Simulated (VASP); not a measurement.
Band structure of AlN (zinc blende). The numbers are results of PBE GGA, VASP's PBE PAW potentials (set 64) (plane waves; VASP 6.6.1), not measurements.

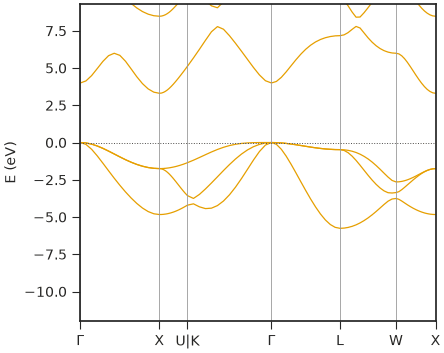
Bands along high-symmetry lines, zero at the valence-band maximum or, without a gap, the Fermi level

Read the plot: is there a gap, and where are the band edges?

The gap is indirect, 3.31 eV, from the valence maximum at Γ to the conduction minimum at X. (Edges off the drawn lines would not show.)

Measured: gap 5.34 eV (computed value off by -2.03 eV), as given by Daiki Deguchi et al., Japanese Journal of Applied Physics (2016), arXiv:1512.06930.

The compound is AlN in the zinc blende structure, a metastable form; wurtzite is the usual one. It was relaxed first.
